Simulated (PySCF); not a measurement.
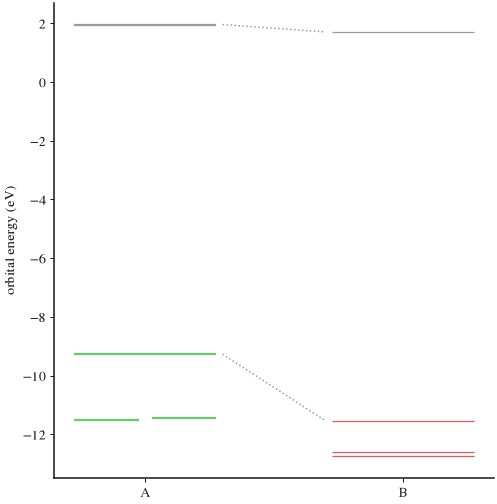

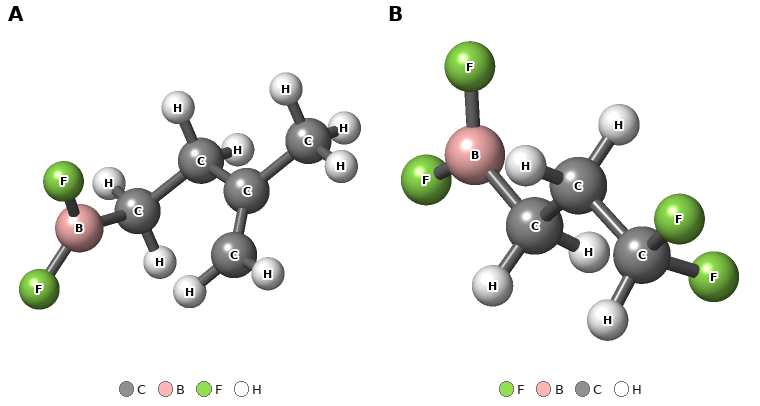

Related molecules: A is C₅H₉BF₂, SMILES C=C(C)CCB(F)F; B is C₃H₅BF₄, SMILES FB(F)CCC(F)F. Frontier orbital energies, ωB97X-D/def2-SVPD, PySCF, at a GFN2-xTB geometry (no frequency check); drawn are at most three filled levels and, in grey, the LUMO with any level within 0.03 eV of it; dotted lines join the HOMOs and the LUMOs.

What does the change do to the frontier levels?

Answer. From A to B the HOMO falls by 2.27 eV and the LUMO falls by 0.25 eV, so the separation goes from 11.23 to 13.25 eV.

Caveats, for all or some of the runs: empty levels above zero depend strongly on the basis; one conformer of a flexible molecule; the tight-binding geometry is rougher than a DFT one and adds to the error.
